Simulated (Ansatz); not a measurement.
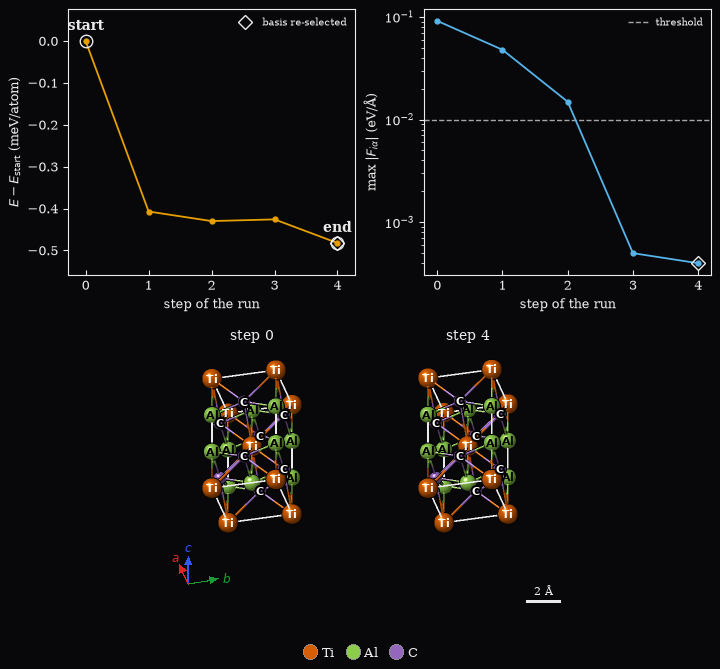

First and last geometry of a relaxation of a crystal of TiAl$_{2}$C$_{2}$ (a generated structure, set up in I4/mmm), with the history of the run. A ball-and-stick model of the conventional cell (2 times the calculation's cell), seen from a free direction. Lengths and directions refer to the drawn axes.

Method: DFT PBE, scalar-relativistic, plane waves, PAW (Ansatz). (plane-wave cutoff 420 eV; k-point mesh 14 × 14 × 14; occupations gaussian; smearing width 0.1 eV; collinear spin; cell and atoms relaxed; force threshold 0.01 eV/Å; at most 80 steps)

**Did the run converge, and what did it change?**

It converged. The largest moves relative to the cell, 0.006 Å, are those of Al atoms. Ti and C stay in place. The drawn cell changes as follows: a = b 3.901 → 3.897 Å (−0.1 %), c 7.692 → 7.738 Å (+0.6 %); the volume changes by +0.4 %. Among the contacts that change: Al–Ti 2.558 → 2.579 Å, C–Ti 2.739 → 2.746 Å. The space group stays I4/mmm (No. 139). Over 3 accepted moves (4 points after the start) the energy falls by 0.5 meV per atom. The largest force component goes from 0.091 to 0.0004 eV/Å. The pressure goes from 0.45 to −0.01 GPa. At 1 point the geometry stayed and the basis and grid were re-selected for the new cell (energy shift of 0.1 meV per atom at most each time).

```csv
step,"E − E(0), meV/atom","largest force component, eV/Å","pressure, GPa","volume, Å³/atom",note
0,0.00,0.0913,0.45,11.708,
1,-0.41,0.0478,0.17,11.739,
2,-0.43,0.0149,0.08,11.745,
3,-0.43,0.0005,-0.02,11.752,
4,-0.48,0.0004,-0.01,11.752,"same geometry, new basis"
```
